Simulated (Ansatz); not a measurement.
# BClH2···HF: what the fields show

```yaml
atoms:
  - { symbol: B, position_ang: [-0.0351, 0.2314, -0.0307] }
  - { symbol: H, position_ang: [-0.0774, 0.4118, 1.1593] }
  - { symbol: H, position_ang: [1.0043, 0.1029, -0.6339] }
  - { symbol: Cl, position_ang: [-1.5324, 0.3708, -0.9301] }
  - { symbol: F, position_ang: [-0.0692, -2.0956, 0.9236] }
  - { symbol: H, position_ang: [-0.1951, -1.4042, 1.5371] }
```

All numbers below come from RKS PBE-D4/def2-SVP in Ansatz.

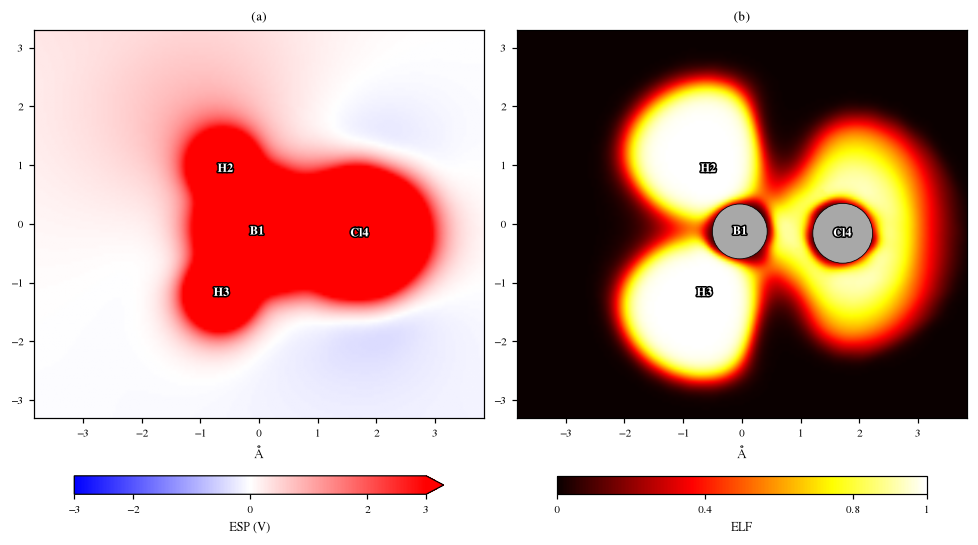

Figure 1. (a) molecular electrostatic potential; (b) electron localisation function on the plane of atoms H3, B1 and Cl4. Grey discs cover the atomic cores in the ELF map.

### Describe what can be read from this map.

- Atoms in the plane: B, H and Cl.
- B–Cl (1.75 Å): the ELF peaks at about 0.90 between the atoms, as expected for a shared but strongly polarised pair.
- B–H (1.20 Å): the ELF climbs to about 1 towards the hydrogen, as it does in any bond to H; an ordinary covalent bond to hydrogen.
- The ELF also peaks beside Cl4, away from the bonds: lone-pair regions.
- Outside the dense part of the complex the potential is most negative (−0.4 V) near Cl4.

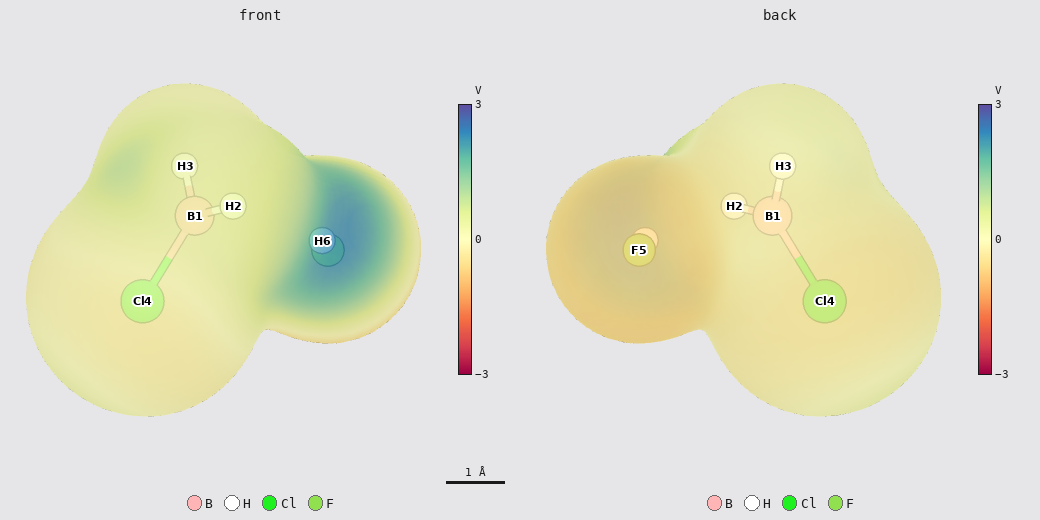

Figure 2. The electrostatic potential painted on the density surface at 0.001 e/bohr³, seen from the front and from behind; red is negative and blue positive.

### Describe the electrostatic potential map.

The most negative region (about −0.7 V, or −16 kcal/mol for a unit charge) lies over F5, the most positive (about +2.3 V, or +53 kcal/mol for a unit charge) over H6. Cl4 shows a σ-hole: about +0.2 V at the tip opposite its bond, against about −0.2 V on its flanks.

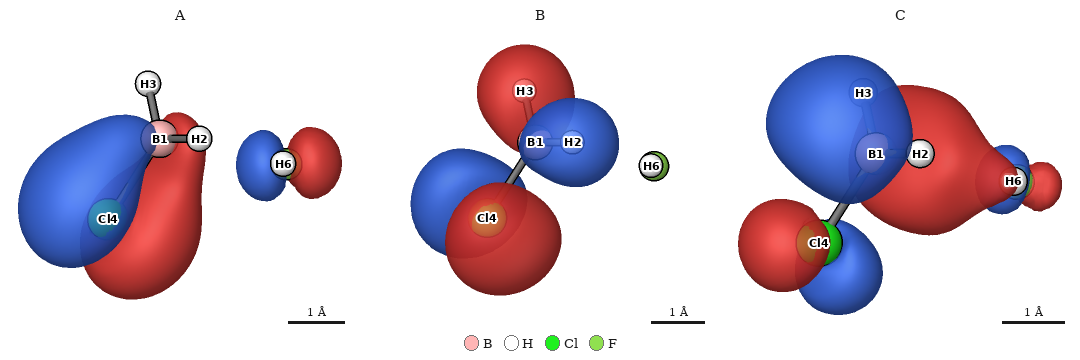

Figure 3. Three frontier orbitals at ±0.1 Å⁻³ᐟ² (red and blue are the two phases), in no order.

### Order the three orbitals by energy and name them.

A is the HOMO−1 (−8.46 eV). It lies mainly on Cl4 (about 75 %), F5 (about 10 %) and B1 (about 10 %); largely a lone pair of Cl4. B is the HOMO (−7.16 eV). By Hirshfeld shares it lies mainly on Cl4 (about 65 %), B1 (about 15 %), H3 (about 10 %) and H2 (about 10 %). C is the LUMO (−2.51 eV). Its weight (Hirshfeld) is mainly on B1 (about 60 %), Cl4 (about 20 %), F5 (about 5 %), H2 (about 5 %) and H3 (about 5 %).

### What is the HOMO–LUMO gap?

4.65 eV between the orbital energies.

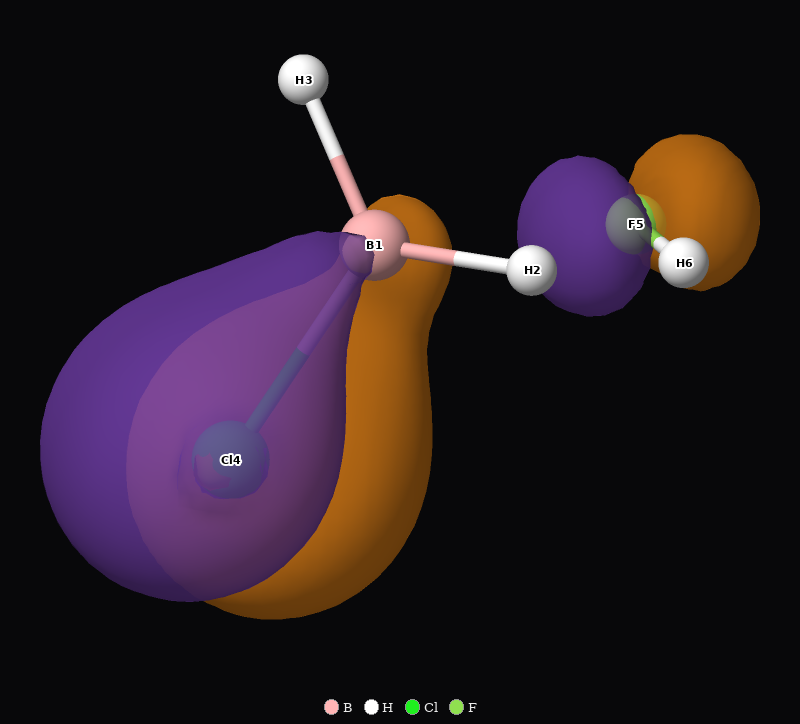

Figure 4. The HOMO−1 at ±0.15 Å⁻³ᐟ² (orange and purple are the two phases), seen at a tilt.

### What is the character of this orbital?

Its weight (Hirshfeld) is mainly on Cl4 (about 75 %), F5 (about 10 %) and B1 (about 10 %); largely a lone pair of Cl4. Its energy is −8.46 eV.
